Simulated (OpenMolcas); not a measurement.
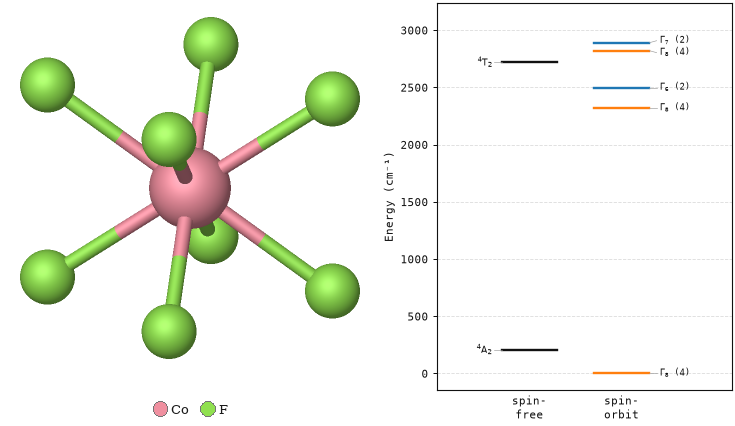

Co²⁺ (3d⁷) as a dopant in CaF₂, a cluster with its 8 nearest F⁻ at 2.364 Å (cube) embedded in model potentials and point charges; the geometry was set, not optimised, and its levels. Labels give the representation in O, Td, D4 or D3 as the site allows (double group for half-integer spin) where it could be assigned and, in brackets, the degeneracy; spin-free states, where drawn, share the zero of the spin-orbit levels. Computed with OpenMolcas: state-averaged CASSCF, active space 7 electrons in the shell 3d, basis ANO-RCC-VDZP on all atoms, DKH2 scalar Hamiltonian, spin-orbit coupling by RASSI with atomic mean-field integrals.

### Give the ground level, the first gap and the ligand-field bands.

The ground level is Γ₈, 4-fold degenerate, 100 % from states of spin multiplicity 4. The next level lies at 2,320 cm⁻¹ (Γ₈). The lowest spin-free state is ⁴A₂, from the free-ion F term; of the same spin there follows at 2,510 cm⁻¹ (⁴T₂) above it. A ligand-field fit to the spin-free states gives |10Dq| = 2,370 cm⁻¹, B = 1,220 and C = 4,500 cm⁻¹ (rms misfit 60 cm⁻¹). The active orbitals hold 98 to 99 % metal character (Löwdin), and the Mulliken charge of the metal is +1.59.

Limits of the model: small active space favours high spin, ground spin may be wrong; the geometry is set by hand, with no relaxation and no charge compensation.
